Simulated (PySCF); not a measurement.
Ga(H)2(NHMe), SMILES C[NH][GaH2] at its PBE0/def2-SVP optimised geometry (Å):

```
9

Ga     0.6190     0.6322     0.0000
H      2.1825     0.6322     0.0000
H     -0.3305     1.8755     0.0000
N     -0.1867    -0.9957    -0.0003
C     -1.5957    -1.2973    -0.0008
H      0.3969    -1.8260    -0.0005
H     -1.9099    -1.8755     0.8887
H     -1.9094    -1.8749    -0.8908
H     -2.1825    -0.3655    -0.0006
```

Method: PBE0/def2-TZVP (PySCF). Cells within 0.4 Å of a nucleus heavier than hydrogen are left out (blank, or x).

Map of the HOMO−1 amplitude (bohr^(-3/2)), clipped to [-0.25, 0.25] on the plane z = 0.0 Å; orbital energy -8.45 eV, overall sign arbitrary:

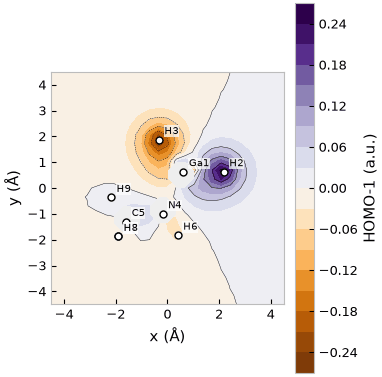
HOMO−1 amplitude (bohr^(-3/2)), clipped to [-0.25, 0.25] on the plane z = 0.0 Å.
